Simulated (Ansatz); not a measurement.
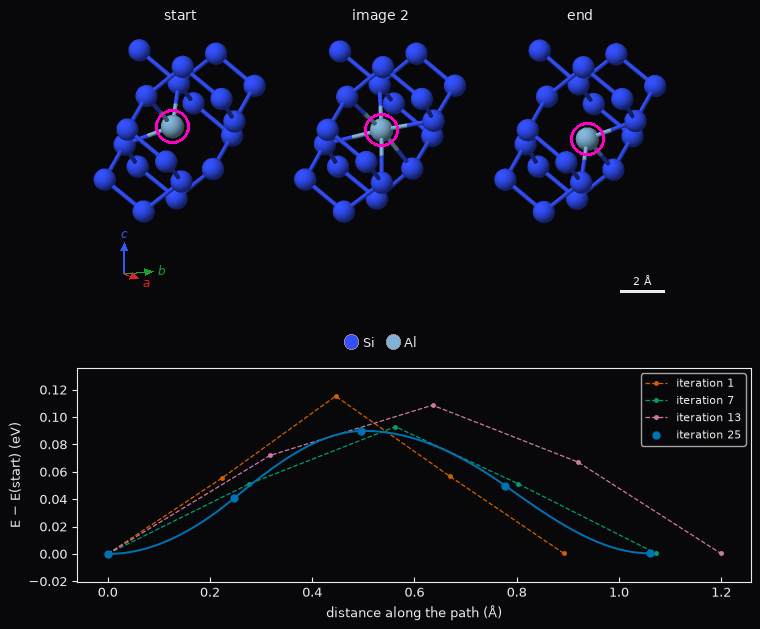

NEB run on Si with a Si vacancy (63 atoms in the cell, charge -1). Images are numbered from 0 (start) to 4 (end). The plot follows the band through its iterations. The picture is a ball-and-stick view of the atoms within 4.7 Å of the middle of the path, seen slightly off an axis. The moving atom is ringed, with any periodic copies. Bonds to atoms that aren't drawn are left out.

Computed with Ansatz 0.2.0, DFT PBE-D3(BJ), scalar-relativistic, plane waves, PAW. Set-up: plane-wave cutoff 420 eV; k-point mesh 1 × 1 × 1; Gaussian smearing 0.05 eV; 3 movable images; climbing image; force threshold 0.05 eV/Å; iteration limit 80; optimiser L-BFGS; starting path by straight interpolation.

Did the band converge, and can the barrier be trusted?

Answer. The result is final at these settings. The band converged in 25 iterations. The climbing image converged on the top of the path. A check of its curvatures found one unstable direction (−1.1 eV/Å²), as a transition state must have. The first iteration put the highest image at 0.115 eV. The two ends have nearly the same energy, and the highest point, image 2, lies 0.090 eV above the start.

Limits of the set-up: the cell is charged, on a uniform background, and energies carry no finite-size correction.

Cost: 16 min on 4 threads of Arm Neoverse V1, with other jobs on the host, peak memory 2.7 GiB.

PAW datasets: the set soft_1.
